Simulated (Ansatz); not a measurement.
**HSE06/def2-TZVP (core potential) run of SnSe (SMILES [Se][Sn])**

What is the electronic atomisation energy of SnSe at HSE06/def2-TZVP (core potential)? 

Program for the calculation: Ansatz 0.2.0.

26 further runs of the same task are left out: 26 set aside as unsound or not needed.

## 1. The system as given

The species is SnSe (2 atoms), meant as a singlet with charge 0. SMILES: `[Se][Sn]`. The shape is that of a PBE0-D4/def2-TZVP optimisation.

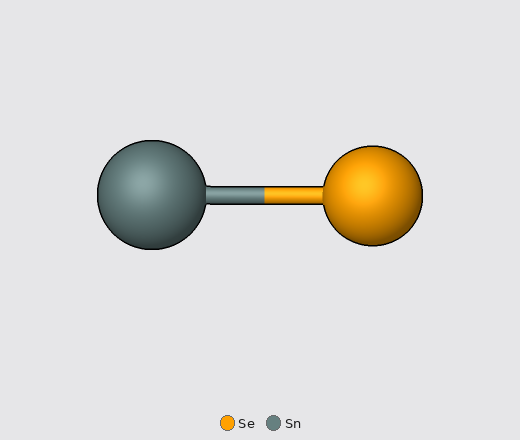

The structure, seen from a chosen angle (selenium orange, tin teal).

## 2. The energy at HSE06/def2-TZVP (core potential)

The input, job.yaml:

```yaml
basis:
  gaussian: {orbitals: def2-TZVP}
crystal:
  periodic: [false, false, false]
  atoms:
    - {symbol: Se, position_ang: [0.000000, -0.000000, 0.006530]}
    - {symbol: Sn, position_ang: [-0.000000, 0.000000, 2.331810]}
accuracy: high
hamiltonian: {xc: {name: HSE06}}
output: {orbitals: {seedname: orbitals}}
```

Run with:

```
ansatz run job.yaml --threads 1 --pin off --max-ram 3480MiB --events-out events.jsonl --progress --plain --runs-dir runs
```

What it wrote:

```text
Warning: RAYON_NUM_THREADS=1 ignored (pool sized by the plan → 1); use --threads N
Functional definition: HSE06
  name "HSE06"
  parameter a = 0.25
  parameter omega = 0.11/bohr
  exchange = pbe_x - a*pbe_x_sr(omega) + a*exact_x_sr(omega)
  correlation = pbe_c
1498 factors; integrals over basis functions are off by at most 4.7e-9 eV
94 factors; integrals over basis functions are off by at most 2.0e-9 eV
mean field evaluation 1: about -71172.7825 eV, gradient 2.3e1 eV
mean field evaluation 2: about -71138.5316 eV, gradient 9.3e1 eV
mean field evaluation 4: about -71174.9810 eV, gradient 3.3e0 eV
mean field evaluation 8: about -71175.0492 eV, gradient 4.0e-1 eV
mean field evaluation 16: about -71175.0497 eV, gradient 8.2e-6 eV
mean field -71175.04966597 eV, -2615.6348310429 hartree, gradient 6.7e-8 eV, S^2 0.000000; 0 other end points of the search recorded, 0 dependent functions left out
reference -71175.04966843 eV, -2615.6348311334 hartree; 28, 28 occupied and 70, 70 virtual orbitals, 1498 factors
Total energy: -71175.04966843 eV, -2615.6348311334 hartree
```

It took 6.9 s on 1 thread of Arm Neoverse V2, shared host; peak memory 0.29 GiB.

## 3. The Se atom

The input, job.yaml:

```yaml
crystal:
  periodic: [false, false, false]
  atoms:
    - {symbol: Se, position_ang: [0.000000, 0.000000, 0.000000]}
basis:
  gaussian:
    orbitals: def2-TZVP
magnetization:
  spin_polarized: true
  initial_magnetization: 2
hamiltonian:
  xc: {name: HSE06}
accuracy: high
```

Run the same way, it converges to -2401.20831 Eh (log not shown).

## 4. The Sn atom at the same level

The input, molecule.yaml:

```yaml
crystal:
  periodic: [false, false, false]
  atoms:
    - {symbol: Sn, position_ang: [0.000000, 0.000000, 0.000000]}
basis:
  gaussian: {orbitals: def2-TZVP}
magnetization: {spin_polarized: true, initial_magnetization: 2}
hamiltonian: {xc: {name: HSE06}}
accuracy: high
```

Run with:

```
ansatz run molecule.yaml --threads 1 --pin off --max-ram 3480MiB --events-out events.jsonl --progress --plain --runs-dir runs
```

What it wrote:

```text
Warning: RAYON_NUM_THREADS=1 ignored (pool sized by the plan → 1); use --threads N
[... 6 set-up lines as earlier in the session ...]
500 factors; integrals over basis functions are off by at most 3.4e-9 eV
62 factors; integrals over basis functions are off by at most 1.3e-9 eV
mean field evaluation 1: about -5830.1893 eV, gradient 2.6e0 eV
mean field evaluation 2: about -5830.2406 eV, gradient 1.0e0 eV
mean field evaluation 4: about -5830.2448 eV, gradient 3.4e-2 eV
mean field evaluation 8: about -5830.2442 eV, gradient 2.3e-3 eV
mean field evaluation 16: about -5830.2442 eV, gradient 1.3e-7 eV
mean field evaluation 32: about -5830.2418 eV, gradient 3.0e-1 eV
mean field -5830.24422807 eV, -214.2575235002 hartree, gradient 9.4e-8 eV, S^2 2.003149; 3 other end points of the search recorded, 0 dependent functions left out
reference -5830.24423049 eV, -214.2575235890 hartree; 12, 10 occupied and 38, 40 virtual orbitals, 500 factors
Total energy: -5830.24423049 eV, -214.2575235890 hartree
```

It took 5.4 s on 1 thread of Arm Neoverse V2, shared host; peak memory 0.12 GiB.

## 5. Summary of results

At HSE06/def2-TZVP (core potential):

```
                     quantity           value
       molecule: total energy  -2615.63483 Eh
        molecule: HOMO energy        -6.68 eV
        molecule: LUMO energy        -2.91 eV
      molecule: HOMO–LUMO gap         3.77 eV
        Se atom: total energy  -2401.20831 Eh
                Se atom: ⟨S²⟩           2.004
        Sn atom: total energy   -214.25752 Eh
                Sn atom: ⟨S²⟩           2.003
electronic atomisation energy        4.599 eV
```

What this shows: Taking the molecule apart into free atoms costs 4.60 eV (444 kJ/mol), before zero-point energy and without spin-orbit coupling.
